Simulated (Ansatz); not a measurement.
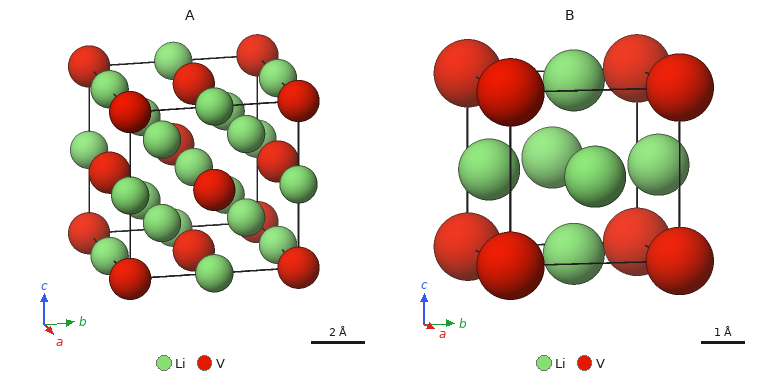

Two structures of Li3V, each relaxed to rest (conventional cells in solid outline, small ones repeated, not to one scale). Method: DFT PBE, scalar-relativistic, plane waves, PAW in Ansatz 0.2.0, with collinear spins.

**What are the two structures?**

A: D0₃ (BiF₃ or Fe₃Al type), Fm-3m. B: Cu₃Au (L1₂) type, Pm-3m.

**Which structure wins energetically, and by what margin?**

B is lower, by 93 meV/atom at this level of theory (energies at zero smearing). Volumes: A 18.3, B 17.6 Å³/atom.

One or both may be structure types tried for this composition rather than known phases.
